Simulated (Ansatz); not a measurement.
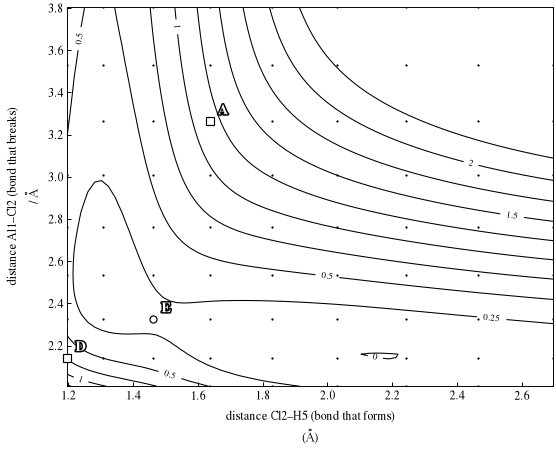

The reacting system AlCl₃FH (fragments AlCl₃FH where the first distance is long, AlCl₂F + ClH where the second is long). First axis: distance Cl2–H5 (bond that forms). Second axis: distance Al1–Cl2 (bond that breaks). Relaxed at each point: all other coordinates. Grid: 9 × 9 points. Points are written as (first, second). All energies are given in eV relative to the lowest grid point. The reference is spin-restricted, so regions where a bond is pulled apart into radicals lie too high. Method: Ansatz, RKS PBE0-D4/def2-SVP.

The picture shows contour lines labelled in eV (none above 2.25), dots at the grid points, lettered points. Between grid points the surface is interpolated.

Q: What kind of point is each of A, E: minimum, saddle, maximum or slope?

A: A: on a slope; E: saddle point. (In these two coordinates alone; a stationary point may lie a little off the grid point.)

Q: Rank the lettered points by energy, lowest first.

A: E (0.22 eV), D (0.73 eV), A (1.16 eV).
